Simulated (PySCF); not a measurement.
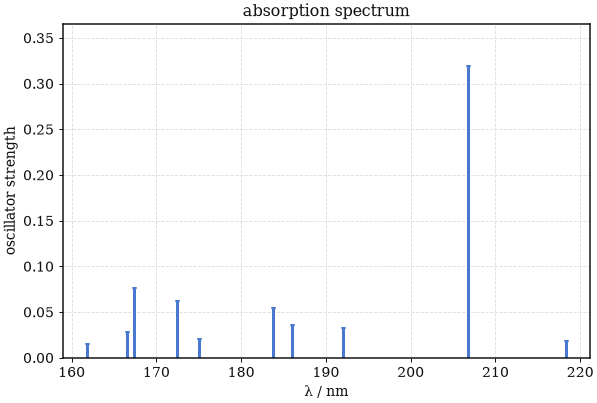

Computed absorption of C₄H₁₂AlN, SMILES C/C=C\[CH2][AlH2-][NH3+], singlet. Vertical TDDFT excitations, ωB97X-D/def2-SVPD in PySCF, at a PBE0-D3(BJ)/def2-SVP geometry (no frequency check), gas phase. The lowest 10 singlet states are shown.

Q: Which of the computed transitions is the brightest, and what character does the calculation give it?

A: S2 at 6.00 eV (207 nm), f = 0.318, mainly HOMO → LUMO+1 (90 %).

Q: Where is the lowest singlet, and is it bright?

A: S1 lies at 5.68 eV (218 nm) with f = 0.017, mainly HOMO → LUMO (87 %); it is weak.

Q: List the transitions behind the spectrum.

A:
```
state  E (eV)  λ (nm)      f          main character
   S1    5.68     218  0.017      HOMO → LUMO (87 %)
   S2    6.00     207  0.318    HOMO → LUMO+1 (90 %)
   S3    6.46     192  0.031    HOMO → LUMO+2 (65 %)
   S4    6.66     186  0.035    HOMO−1 → LUMO (68 %)
   S5    6.75     184  0.053    HOMO → LUMO+4 (75 %)
   S6    7.08     175  0.019    HOMO → LUMO+3 (52 %)
   S7    7.19     172  0.061    HOMO → LUMO+5 (54 %)
   S8    7.41     167  0.075  HOMO−1 → LUMO+2 (52 %)
   S9    7.44     167  0.027    HOMO → LUMO+6 (36 %)
  S10    7.66     162  0.013  HOMO−1 → LUMO+3 (35 %)
```

Caveats: one conformer of a flexible molecule; core orbitals are frozen in the response.
